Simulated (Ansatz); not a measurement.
Start from Ta in the bcc (W type) structure (space group Im-3m, No. 229; a = 3.282 Å). Axes: x, y, z lie along the cube axes.

Structures relaxed with PBEsol (Ansatz, a program for electronic structure; PAW; 420 eV plane waves; no spin-orbit coupling).

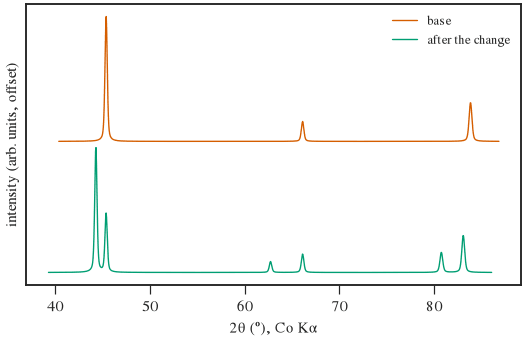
Simulated powder patterns before (top) and after one change

Name the change that was made.
A) uniaxial strain ε_zz = −1.28 %
B) biaxial strain −4.13 %, plane normal [110], relaxed out of plane
C) biaxial strain +3.89 %, plane normal [110], relaxed out of plane
D) uniaxial strain ε_yy = +4.80 %

D, uniaxial strain ε_yy = +4.80 %. Its volume per atom is 18.52 Å³ against 17.68 Å³, and its space group is I4/mmm (No. 139).

No phonon test of stability was made. The final runs are not spin-polarised.
